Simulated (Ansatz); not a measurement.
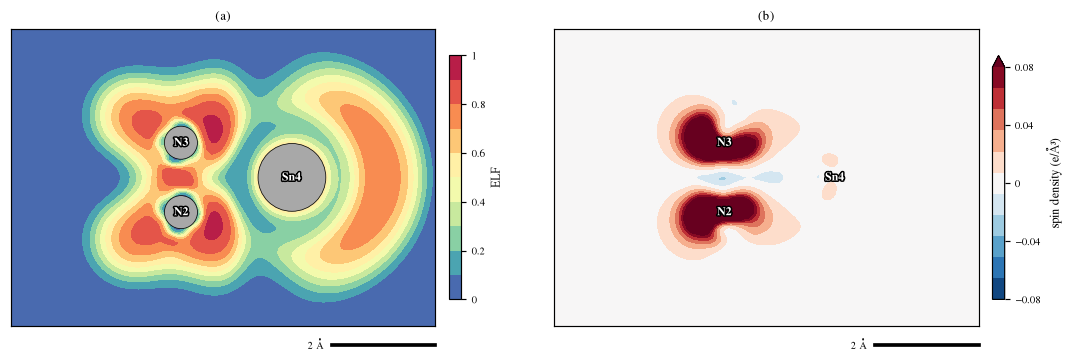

Figure. H4N3Sn (SMILES [NH2][Sn]1[NH][NH]1) (doublet). (a) ELF; (b) spin density (α minus β) on the plane of atoms N2, N3 and Sn4. Grey discs cover the atomic cores in the ELF map.

Geometry: PBE0-D3(BJ)/def2-SVP; core potentials replace the inner electrons of Sn.

Theory: isolated molecule in a Gaussian basis; Kohn-Sham density functional theory, functional PBE0 (Ansatz 0.2.0).

```
atom    x (Å)    y (Å)    z (Å)
   N  -1.9632   0.2951  -2.4484
   N  -0.3835  -0.7337   0.0468
   N  -1.6544  -0.9560   0.4023
  Sn  -1.5773   1.0553  -0.5866
   H  -1.8741  -0.6754  -2.7313
   H  -2.2828   0.8699  -3.2210
   H   0.1228  -1.5369  -0.3386
   H  -2.0019  -1.9089   0.2559
```

What does the map show?

Atoms in the plane: N and Sn. N–N (1.34 Å): the ELF peaks at about 0.85 between the atoms, as expected for localised, covalent bonding. Sn–N (2.24 Å): the ELF peaks at about 0.80 in the valence shell of N, 0.6 Å from its nucleus, and drops to about 0.10 between the two atoms. The unpaired spin (1 electron) lies mostly on N2 (about 0.4) and N3 (about 0.4), in electrons by Hirshfeld's partition.
